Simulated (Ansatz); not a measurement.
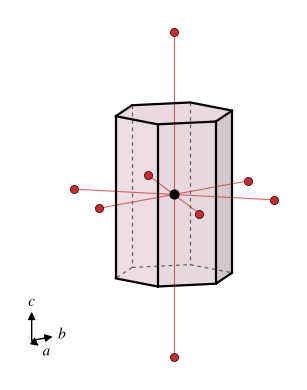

Crystal: Ti, a calculation's input that goes back to an entry of the Crystallography Open Database (an earlier step may have relaxed or displaced it). The Wigner–Seitz cell of the crystal's lattice, with lines to the lattice points that define its faces. Geometry calculated from the standardised cell; symmetry tolerance 0.002 Å.

a = 2.950 Å, b = 2.950 Å, c = 4.686 Å, α = 90.00°, β = 90.00°, γ = 120.00°; space group P6₃/mmc, No. 194.

Q: Describe the polyhedron.

A: A hexagonal prism: 8 faces (6 with 4 edges, 2 with 6 edges), 18 edges, 12 vertices. Its volume is that of the primitive cell, 35.3 Å³.

Q: Which lattice vectors do the faces bisect?

A:
| example | length (Å) | faces | edges of each | area (Å²) |
| --- | --- | --- | --- | --- |
| a + b | 2.95 | 6 | 4 | 8.0 |
| c | 4.69 | 2 | 6 | 7.5 |
